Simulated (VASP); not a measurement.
```
CELL_PARAMETERS angstrom
      0.00000     2.83283     2.83283
      2.83283     0.00000     2.83283
      2.83283     2.83283     0.00000
ATOMIC_POSITIONS crystal
  Ga 0.00000 0.00000 0.00000
  As 0.25000 0.25000 0.25000
```

All values below come from PBE GGA with D4 dispersion, VASP's PBE PAW potentials (set 64) (plane waves; VASP). Numerical set-up: 520 eV cut-off, 9×9×9 Γ-centred mesh, tetrahedra with Blöchl corrections, potentials Ga_d As.

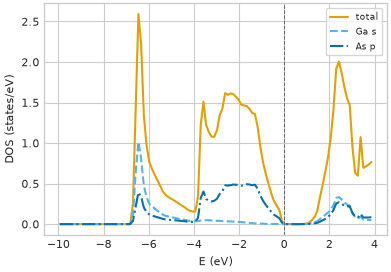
Figure. Total and projected density of states, zero at the valence-band maximum

Within 2 eV below the valence-band maximum the largest weight inside VASP's projection spheres is As p, then Ga p.

The gap is direct, 0.47 eV, from the valence maximum at Γ to the conduction minimum at Γ.

The compound is GaAs in the zinc blende structure. It was relaxed first.
